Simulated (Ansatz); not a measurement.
ClH₄N₃W

```xyz
9

Cl    1.5344    1.7831    1.4419
N    -1.1870    1.2224   -0.3862
N     1.2322   -0.1368   -1.2570
N    -0.3195   -1.2370    1.0061
W     0.2635    0.3792    0.1028
H    -1.8471    1.6550   -1.0240
H     1.5043   -0.2279   -2.2304
H     0.1497   -2.1332    0.9143
H    -1.2420   -1.3511    1.4155
```

Geometry: PBE0-D4/def2-SVP; core potentials replace the inner electrons of W.

The calculation used Ansatz, isolated molecule in a Gaussian basis; Kohn-Sham density functional theory, functional PBE0.

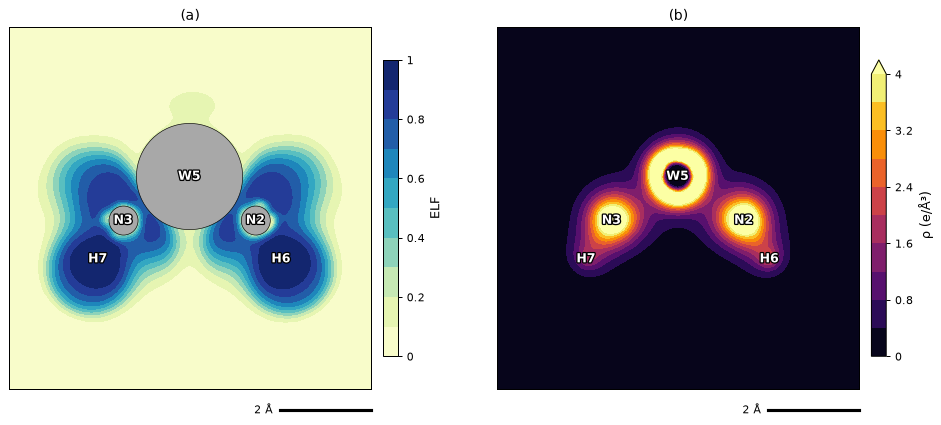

Figure 1. (a) electron localisation function; (b) electron density on the plane of atoms W5, N2 and H6. Grey discs cover the atomic cores in the ELF map.

Q: Interpret the plot.

A:
- Atoms in the plane: N, W and H.
- W–N (1.75 Å): the density is about 1.6 e/Å³ at the midpoint; the ELF peaks at about 0.75 in the valence shell of N, 0.5 Å from its nucleus, and drops to about 0.30 between the two atoms.
- N–H (1.01 Å): ρ is about 2.9 e/Å³ halfway; the ELF climbs to about 1 towards the hydrogen, as it does in any bond to H: a covalent bond by its length.

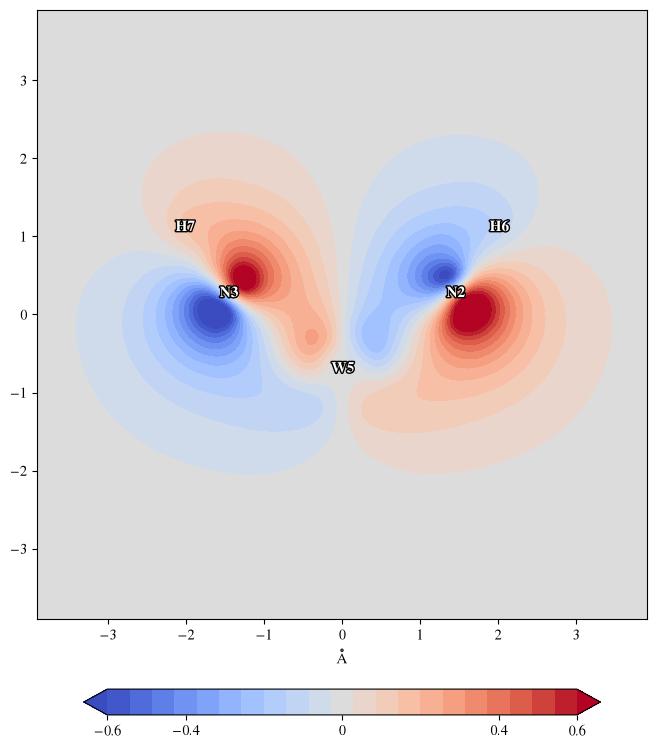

Figure 2. The HOMO−1 on the plane of atoms W5, N3 and H7 (values in Å⁻³ᐟ²; the overall sign is arbitrary).

Q: What is the character of this orbital?

A: It lies mainly on N2 (about 30 %), N3 (about 30 %), Cl1 (about 20 %) and W5 (about 15 %); largely a combination of lone pairs on N2, N3 and Cl1. Its energy is −7.80 eV.

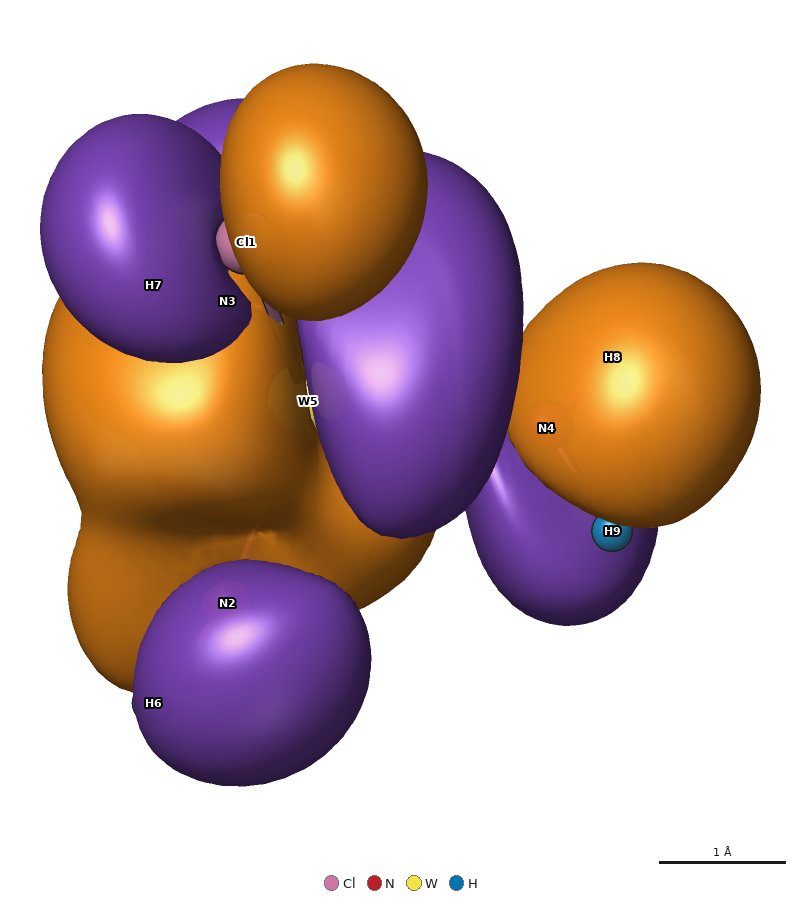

Figure 3. The LUMO at ±0.05 Å⁻³ᐟ² (orange and purple are the two phases), seen at a tilt.

Q: Describe this orbital and give its energy.

A: By Hirshfeld shares it lies mainly on W5 (about 55 %), N4 (about 15 %), Cl1 (about 10 %), N2 (about 5 %) and N3 (about 5 %). Its energy is −1.25 eV.
